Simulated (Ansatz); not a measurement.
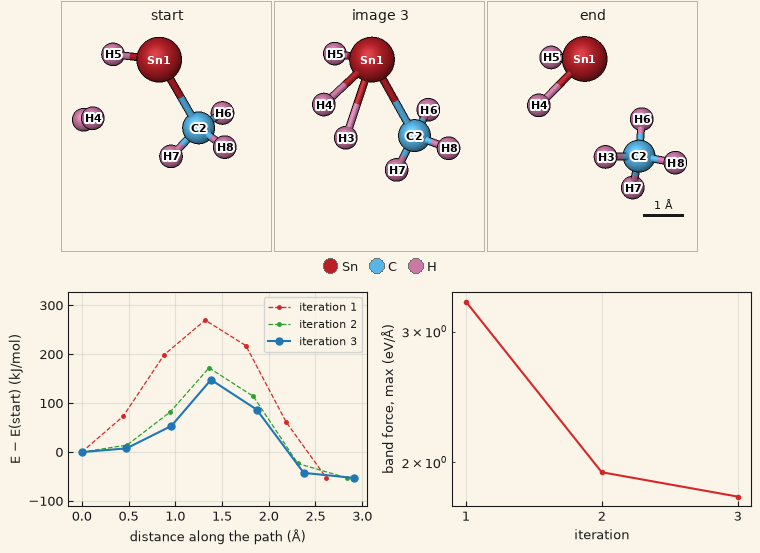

NEB run on CH6Sn, made up of CH4Sn and H$_{2}$. Images are numbered from 0 (start) to 6 (end). The plot follows the band through its iterations. A ball-and-stick model, seen at a tilt.

The calculation used RKS PBE0-D4/def2-SVP (Ansatz). Run with 5 movable images; climbing image.

### Judge this run.

The result isn't final. The band hadn't converged when the run stopped after 3 iterations. The largest component of the band force went from 3.3 to 1.8 eV/Å. The barrier read from it is provisional. The largest force component is 0.43 eV/Å at the start and 0.24 eV/Å at the end; an end with forces this large is no minimum, and the barrier measured from it can be far off. The settings are unsound (too few iterations), so the numbers of this run aren't to be trusted. The first iteration put the highest image at 269.8 kJ/mol. The energy climbs by 147.9 kJ/mol to image 3 and then falls by 200.7 kJ/mol, so the end point sits at −52.8 kJ/mol.

Limits of the set-up: the start holds two separate molecules, 2.4 Å apart at their closest, whose relative position is a soft coordinate.
